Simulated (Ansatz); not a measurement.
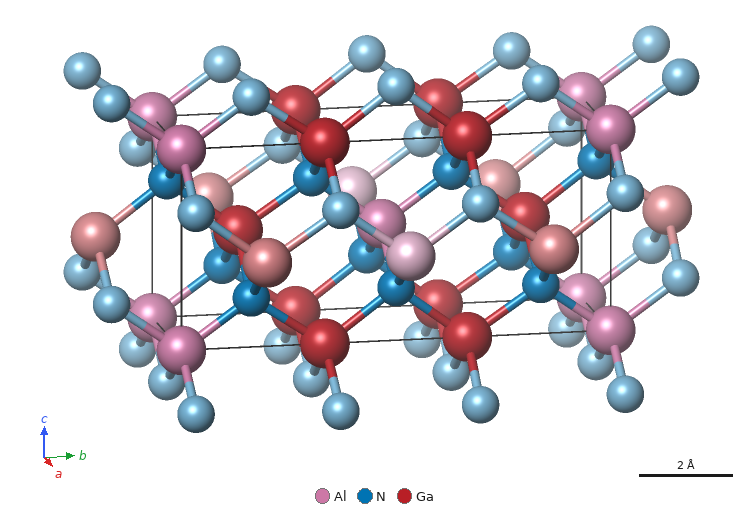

The crystal in a ball-and-stick representation, seen slightly off an axis. One conventional unit cell is outlined, and atoms on its boundary appear in each equivalent place. Bonded neighbours in the next cells are drawn too, in fainter colours.

AlGa₂N₃, space group Imm2 (No. 44), a = 3.151 Å, b = 9.453 Å, c = 4.451 Å, α = 90.00°, β = 90.00°, γ = 90.00°. The structure comes from a structure type filled with these elements by a generator (whether the compound takes this form wasn't checked). Earlier steps of the study may have refined or changed the cell and positions. It was run through Ansatz as a DFT input.

This one geometry was computed with Ansatz (DFT, plane waves, PAW) at five levels of theory: PBE with spin-orbit coupling, r2SCAN, HSE06, PBE and PBE0. It was relaxed beforehand with r2SCAN.

> Which level gives the highest pressure at this volume, and what does that say about its equilibrium volume?

Highest: PBE with spin-orbit coupling (5.7 GPa) and PBE (5.7 GPa), which points to the largest equilibrium volume. Lowest, with the smallest volume: r2SCAN (0.0 GPa), HSE06 (-0.2 GPa) and PBE0 (-0.4 GPa). Levels within 0.5 GPa of each other can't be told apart.

> How does the band gap change with the level of theory?

PBE with spin-orbit coupling: a gap of 2.48 eV, direct; PBE: a gap of 2.48 eV, direct; r2SCAN: a gap of 2.96 eV, direct; HSE06: a gap of 3.76 eV, direct; PBE0: a gap of 4.46 eV, direct.

> Collect the results in a table.

| level | cutoff (eV) | k-mesh of the run's cell | gap (eV) | pressure (GPa) |
| --- | --- | --- | --- | --- |
| PBE with spin-orbit coupling | 420 | 10×10×10 | 2.48 | 5.7 |
| r2SCAN | 500 | 10×10×10 | 2.96 | 0.0 |
| HSE06 | 420 | 6×6×6 | 3.76 | -0.2 |
| PBE | 420 | 10×10×10 | 2.48 | 5.7 |
| PBE0 | 420 | 6×6×6 | 4.46 | -0.4 |

Gaps are taken on the k-mesh or band path of each run.
